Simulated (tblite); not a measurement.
C2H6Br4OSi: frequency calculation

C2H6Br4OSi, SMILES Br[Si](Br)(Br)Br.COC, computed with GFN2-xTB harmonic vibrations, gas phase (tblite 0.8.0).

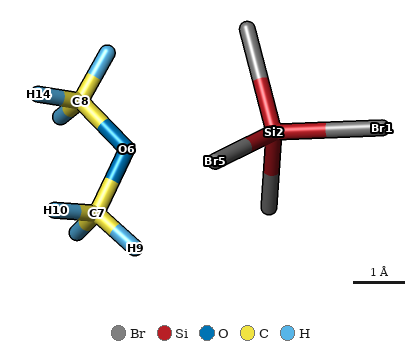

Figure 1. The input geometry (stick view, seen at a tilt; atoms are numbered from 1 in the order of the input).

## Input
```
{"job": {"kind": "ir", "xc": "GFN2-xTB", "basis": "xTB"}, "charge": 0, "multiplicity": 1}
Br     2.606351     1.144096    -0.804875
Si     0.617503     0.315456    -0.260914
Br     0.914997    -1.843787     0.073085
Br    -0.711356     0.699426    -1.977053
Br    -0.033722     1.414309     1.536308
O     -1.998538    -0.866143     0.684931
C     -2.048325    -1.429444     1.977020
C     -3.255190    -0.909939     0.047475
H     -1.052073    -1.369614     2.409974
H     -2.748809    -0.878193     2.613110
H     -2.355028    -2.479381     1.929495
H     -3.599018    -1.944375    -0.059779
H     -3.142557    -0.464096    -0.937953
H     -3.998856    -0.344368     0.619323
```

The first line tells a small driver script what to run in tblite; the rest is the geometry in Å.

Run on 1 CPU thread, shared host.

Launch command:
```bash
OMP_NUM_THREADS=1 python <driver script> task.json out
```

## What the program printed
```
mode    cm-1     km/mol
  1     -12.5      1.02
  2      36.9      0.02
  3      42.6      0.33
  4      65.0      0.25
  5      69.1     12.36
  6      79.6      5.23
  7      90.0      2.59
  8     106.6     31.48
  9     108.7     32.89
 10     118.5     18.54
 11     146.1      2.42
 12     187.0      0.06
 13     230.2      0.35
 14     263.5      3.09
 15     437.4     52.08
 16     437.9     19.04
 17     482.5     46.09
 18     486.2     44.01
 19     953.6     61.40
 20    1082.2      5.93
 21    1114.6     31.47
 22    1120.5      0.07
 23    1153.8      9.62
 24    1229.2      3.86
 25    1414.6      4.72
 26    1424.0      3.61
 27    1463.5      0.22
 28    1471.1      1.83
 29    1481.7      9.82
 30    1489.3      1.51
 31    2925.1     29.44
 32    2931.2      7.20
 33    2942.5     24.48
 34    2949.0     54.76
 35    3033.5     30.15
 36    3043.2     12.87
ZPE 219.052  H(298)-E 258.689  G(298)-E 103.905 kJ/mol  S 519.15 J/(mol K)
```

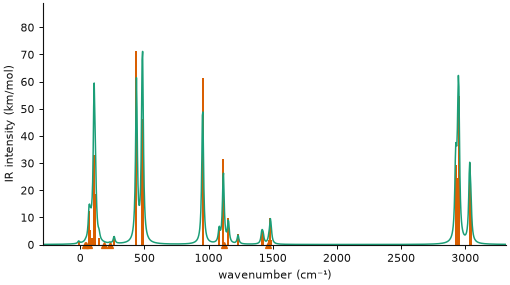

Figure 2. Harmonic infrared spectrum, unscaled: sticks (degenerate modes added up, dark ones marked on the axis) with a Lorentzian envelope of 16 cm⁻¹ full width, scaled to the tallest stick; imaginary modes are drawn at negative wavenumbers. 36 modes from 12i to 3043 cm⁻¹, 1 imaginary beyond 8i (12i cm⁻¹): not a clean minimum; so soft a mode can be a shallow saddle, an incomplete relaxation or noise of the force constants. The strongest line is at 438 cm⁻¹ (71 km/mol).

## Key numbers

```tsv
quantity	value
outcome	converged
total energy	−805.9036 eV
zero-point energy	52.3550 kcal/mol
wall time	0.74 s
peak memory	0.45 GiB
```
